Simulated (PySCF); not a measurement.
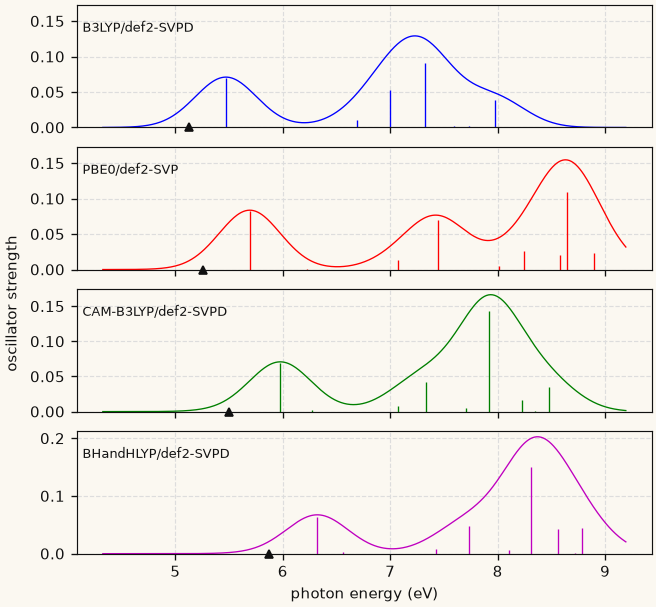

Vertical TDDFT spectra of CH₅GaO, SMILES C[O][GaH2], singlet at one geometry and several levels (PySCF, at a PBE0-D3(BJ)/def2-SVP geometry (no frequency check)); sticks with Gaussians of 1/e half-width 0.40 eV, the triangle marks S1, which has the same leading orbital pair at all these levels. Only the lowest states were computed, so the high end is incomplete.

**Order the levels by their S1 energy.**

From lowest to highest: B3LYP/def2-SVPD 5.13 eV, PBE0/def2-SVP 5.26 eV, CAM-B3LYP/def2-SVPD 5.50 eV, BHandHLYP/def2-SVPD 5.87 eV; a spread of 0.75 eV.

Caveats, for all or some of the runs: core orbitals are frozen in the response; def2-SVP has no diffuse functions, so states with Rydberg character are missing or too high; states above the negative HOMO energy depend on the basis.
